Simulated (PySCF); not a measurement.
```tsv
atom	x (Å)	y (Å)	z (Å)
C	0.8506	0.3396	0.3940
Si	2.3182	-0.5368	-0.2646
B	-0.5116	0.8507	0.7416
Si	-2.1752	0.0587	-0.1142
H	3.0668	-1.1419	0.8797
H	3.1952	0.4542	-0.9607
H	1.9501	-1.6203	-1.2301
H	-0.6591	1.7725	1.5200
H	-3.2753	-0.1236	0.8869
H	-2.6684	1.0272	-1.1503
H	-1.9294	-1.2522	-0.7934
```

Geometry: PBE0-D3(BJ)/def2-SVP.

All numbers below come from PySCF, UKS B3LYP, IGLO-III on B C Si, pcH-1 on H, non-relativistic, mean-field spin-orbit, GIAO.

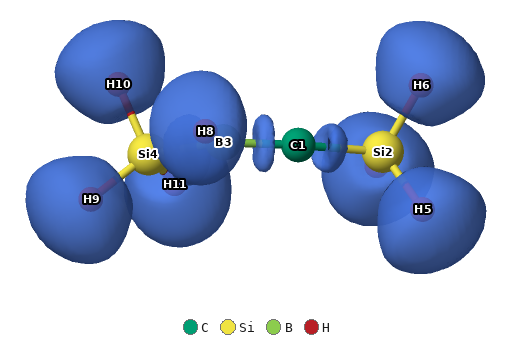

CH₇BSi₂ (triplet). Isosurface of the ELF at 0.9 (blue), seen from one side. Core shells and regions of very low density are left out.

What do the ELF domains correspond to?

At this value the surface marks out one region between bonded B–C atoms (shared pairs), one region between bonded B–Si atoms (shared pairs), one region between bonded C–Si atoms (shared pairs) and seven regions around hydrogen nuclei. Along the contacts the grid gives the following. C–B (1.50 Å): the ELF peaks at about 0.95 between the atoms: localised, covalent bonding. C–Si (1.83 Å): the ELF peaks at about 0.95 between the atoms: a shared electron pair.
